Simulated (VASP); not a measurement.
Data:

```xyz
2
Lattice="0.0000 3.0950 3.0950 3.0950 0.0000 3.0950 3.0950 3.0950 0.0000" Properties=species:S:1:pos:R:3 pbc="T T T"
Sb     0.0000     0.0000     0.0000
Y      3.0950     3.0950     3.0950
```

Calculation: r2SCAN+rVV10, VASP's PBE PAW potentials (set 64) (plane waves; VASP 6.6.1). Numerical set-up: 400 eV cut-off, 11×11×11 Γ-centred mesh, tetrahedra with Blöchl corrections, potentials Sb Y_sv.

Unless said otherwise, spin-orbit coupling is left out, though it shifts the bands of the heavy elements here.

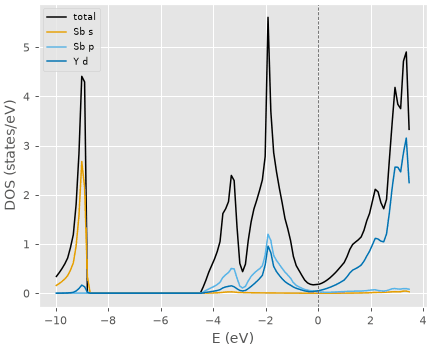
*Total and projected density of states, zero at the Fermi level*

Within 2 eV below the Fermi level the largest weight inside VASP's projection spheres is Sb p, then Y d.

It has no gap at this level: it comes out as a metal or semimetal.

The structure comes from a measured YSb entry (Fm-3m) of the Crystallography Open Database, whose conditions weren't checked. The cell was not relaxed at this level.
